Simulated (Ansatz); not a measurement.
**[BH4]− (borohydride): levels of theory compared**

Wanted: a comparison of 6 runs (UHF/3-21G, SVWN5/6-31G, UB3LYP/3-21G, UPBE/3-21G, BCCD(T)/6-31G, UCCSD(T)/6-31G) of [BH4]− (borohydride). 

The calculation is run with Ansatz 0.2.0.

5 further runs of the same task are left out: 4 that didn't finish, 1 set aside as unsound or not needed.

## Step 1: The molecule

The species is [BH4]− (5 atoms), meant as a singlet with charge -1. SMILES: `[BH4-]`. The H2–B1 distance was set to 1.535 Å, away from the relaxed value.

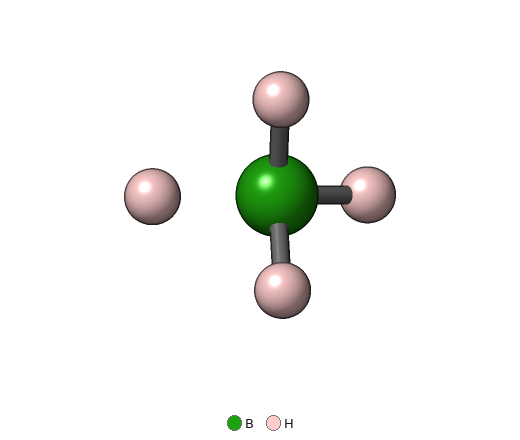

Viewed from a chosen angle; boron green, hydrogen pink.

## Step 2: The energy at UHF/3-21G (run 1)

Input file run.yaml:

```yaml
crystal:
  periodic: [false, false, false]
  atoms:
    - {symbol: B, position_ang: [-0.170789, -0.249038, -0.054560]}
    - {symbol: H, position_ang: [0.683660, 0.997010, 0.217690]}
    - {symbol: H, position_ang: [0.555451, -1.237698, -0.121520]}
    - {symbol: H, position_ang: [-0.771299, -0.109508, -1.117810]}
    - {symbol: H, position_ang: [-0.980579, -0.397588, 0.858400]}
basis:
  gaussian:
    orbitals: 3-21G.json
total_charge: -1
magnetization:
  spin_polarized: true
hamiltonian:
  xc: hf
accuracy: high
```

The basis set 3-21G is read from a file made from the Basis Set Exchange's data (not shown).

On the command line:

```
$ ansatz run run.yaml --threads 1 --pin off --max-ram 2610MiB --events-out events.jsonl --progress --plain --runs-dir runs
```

The log of the run:

```text
Warning: RAYON_NUM_THREADS=1 ignored (pool sized by the plan → 1); use --threads N
Functional definition: HF
  name "HF"
  exchange = exact_x
  correlation = 0
342 factors; integrals over basis functions are off by at most 1.0e-8 eV
mean field evaluation 1: about -728.6102 eV, gradient 7.5e0 eV
mean field evaluation 2: about -728.6011 eV, gradient 7.5e0 eV
mean field evaluation 4: about -729.1141 eV, gradient 4.4e-1 eV
mean field evaluation 8: about -729.1155 eV, gradient 3.6e-5 eV
mean field -729.11549753 eV, -26.7945003221 hartree, gradient 6.4e-8 eV, S^2 0.000000; 0 other end points of the search recorded, 0 dependent functions left out
reference -729.11549753 eV, -26.7945003221 hartree; 5, 5 occupied and 12, 12 virtual orbitals, 342 factors
Total energy: -729.11549753 eV, -26.7945003221 hartree
```

Run time: 0.16 s. Hardware: 1 thread of Intel Xeon Platinum 8259CL at 2.50GHz (Skylake/Cascade Lake), shared host.

## Step 3: The energy at SVWN5/6-31G (run 2)

run.yaml, as its differences from that of step 2:

```diff
@@ -10,8 +10,6 @@
   gaussian:
-    orbitals: 3-21G.json
+    orbitals: 6-31G
 total_charge: -1
-magnetization:
-  spin_polarized: true
 hamiltonian:
-  xc: hf
+  xc: {name: SVWN5}
 accuracy: high
```

On the command line:

```
$ ansatz run run.yaml --threads 1 --pin off --max-ram 2610MiB --events-out events.jsonl --progress --plain --runs-dir runs
```

The log of the run:

```text
Warning: RAYON_NUM_THREADS=1 ignored (pool sized by the plan → 1); use --threads N
Functional definition: SVWN5
  name "SVWN5"
  exchange = slater_x
  correlation = vwn5_c
413 factors; integrals over basis functions are off by at most 3.8e-9 eV
mean field evaluation 1: about -730.9318 eV, gradient 7.3e0 eV
mean field evaluation 2: about -731.0150 eV, gradient 5.9e0 eV
mean field evaluation 4: about -731.1391 eV, gradient 1.3e-1 eV
mean field evaluation 8: about -731.1293 eV, gradient 1.7e-3 eV
mean field evaluation 16: about -731.1293 eV, gradient 2.9e-9 eV
mean field -731.12928928 eV, -26.8685058037 hartree, gradient 2.9e-9 eV, S^2 0.000000; 0 other end points of the search recorded, 0 dependent functions left out
reference -731.12929113 eV, -26.8685058717 hartree; 5, 5 occupied and 12, 12 virtual orbitals, 413 factors
Total energy: -731.12929113 eV, -26.8685058717 hartree
```

Run time: 0.5 s. Hardware: 1 thread of Intel Xeon Platinum 8259CL at 2.50GHz (Skylake/Cascade Lake), shared host; peak memory 0.095 GiB.

## Step 4: The energy at UB3LYP/3-21G (run 3)

Input file input.yaml:

```yaml
basis:
  gaussian:
    orbitals: 3-21G.json
crystal:
  periodic: [false, false, false]
  atoms:
    - {symbol: B, position_ang: [-0.170789, -0.249038, -0.054560]}
    - {symbol: H, position_ang: [0.683660, 0.997010, 0.217690]}
    - {symbol: H, position_ang: [0.555451, -1.237698, -0.121520]}
    - {symbol: H, position_ang: [-0.771299, -0.109508, -1.117810]}
    - {symbol: H, position_ang: [-0.980579, -0.397588, 0.858400]}
total_charge: -1
magnetization:
  spin_polarized: true
hamiltonian:
  xc: {name: B3LYP}
accuracy: high
```

The basis set 3-21G is read from a file made from the Basis Set Exchange's data (not shown).

On the command line:

```
$ ansatz run input.yaml --threads 1 --pin off --max-ram 2610MiB --events-out events.jsonl --progress --plain --runs-dir runs
```

The log of the run:

```text
Warning: RAYON_NUM_THREADS=1 ignored (pool sized by the plan → 1); use --threads N
Functional definition: B3LYP
  name "B3LYP"
  parameter a0 = 0.2
  parameter ax = 0.72
  parameter ac = 0.81
  exchange = (1 - a0 - ax)*slater_x + ax*b88_x + a0*exact_x
  correlation = (1 - ac)*vwn_rpa_c + ac*lyp_c
342 factors; integrals over basis functions are off by at most 1.0e-8 eV
mean field evaluation 1: about -736.7955 eV, gradient 3.4e0 eV
mean field evaluation 2: about -736.8678 eV, gradient 1.6e0 eV
mean field evaluation 4: about -736.8848 eV, gradient 4.0e-2 eV
mean field evaluation 8: about -736.8571 eV, gradient 5.6e-5 eV
mean field -736.85713355 eV, -27.0790001982 hartree, gradient 4.3e-9 eV, S^2 0.000000; 0 other end points of the search recorded, 0 dependent functions left out
reference -736.85716052 eV, -27.0790011896 hartree; 5, 5 occupied and 12, 12 virtual orbitals, 342 factors
Total energy: -736.85716052 eV, -27.0790011896 hartree
```

It took 1.3 s on 1 thread of Intel Xeon Platinum 8259CL at 2.50GHz (Skylake/Cascade Lake), shared host; peak memory 0.12 GiB.

Runs 4 to 5 aren't shown in full; the table further down has their settings and results.

## Step 5: A single-point energy at UCCSD(T)/6-31G (run 6)

Input file in.yaml:

```yaml
crystal:
  periodic: [false, false, false]
  atoms:
    - symbol: B
      position_ang: [-0.170789, -0.249038, -0.054560]
    - symbol: H
      position_ang: [0.683660, 0.997010, 0.217690]
    - symbol: H
      position_ang: [0.555451, -1.237698, -0.121520]
    - symbol: H
      position_ang: [-0.771299, -0.109508, -1.117810]
    - symbol: H
      position_ang: [-0.980579, -0.397588, 0.858400]
basis:
  gaussian:
    orbitals: 6-31G
total_charge: -1
magnetization:
  spin_polarized: true
  initial_magnetization: 0
correlation:
  method: ccsd_t
  frozen_orbitals: {B: 1, H: 0}
accuracy: high
scf:
  omitted_lower_state_checks: [cluster_reference, increment]
```

On the command line:

```
$ ansatz run in.yaml --threads 1 --pin off --max-ram 2610MiB --events-out events.jsonl --progress --plain --runs-dir runs
```

The log of the run, cut to the lines that bear on the results:

```text
Warning: RAYON_NUM_THREADS=1 ignored (pool sized by the plan → 1); use --threads N
[... 2 set-up lines as earlier in the session ...]
[...]
413 factors; integrals over basis functions are off by at most 3.8e-9 eV
[...]
mean field -732.91678977 eV, -26.9341952352 hartree, gradient 5.0e-8 eV, S^2 0.000000; 0 other end points of the search recorded, 0 dependent functions left out
1 core orbitals not correlated: weight in the atoms' cores, before any rotation towards them, 1.000 or more for the frozen orbitals, at most 0.000 for the correlated occupied ones
reference -732.91678977 eV, -26.9341952352 hartree; 4, 4 occupied and 12, 12 virtual orbitals, 413 factors
second order -2.10626822 eV of doubles, -0.00000000 eV of singles
cycle   1  -2.51837212 eV  change   -4.1e-1 eV  update   5.2e-2
[...]
cycle  19  -2.71256833 eV  change  -5.0e-10 eV  update  6.2e-10
perturbative correction -0.04725734 eV, -0.0017366754 hartree
Total energy: -735.67661544 eV, -27.0356169580 hartree
Checks for a lower state left out: cluster_reference, increment
```

It took 0.3 s on 1 thread of Intel Xeon Platinum 8259CL at 2.50GHz (Skylake/Cascade Lake), shared host.

## Step 6: The series

| run | level | frozen core orbitals | energy (Eh) | wall time |
| --- | --- | --- | --- | --- |
| 1 | UHF/3-21G | – | -26.794500 | 0.16 s |
| 2 | SVWN5/6-31G | – | -26.868506 | 0.5 s |
| 3 | UB3LYP/3-21G | – | -27.079001 | 1.3 s |
| 4 | UPBE/3-21G | – | -27.008669 | 1.1 s |
| 5 | BCCD(T)/6-31G | 1 | -27.035617 | 0.32 s |
| 6 | UCCSD(T)/6-31G | 1 | -27.035617 | 0.3 s |

## Step 7: Results

| quantity | value |
| --- | --- |
| run 6: total energy | -27.03562 Eh |
| run 6: correlation energy (1 core orbital frozen) | -101.4 mEh |
| run 6: (T) correction | -1.74 mEh |
| run 6: T1 diagnostic | 0.010 |

Totals of different functionals can't be ranked against each other. All runs together took 3.7 s, the longest 1.3 s.
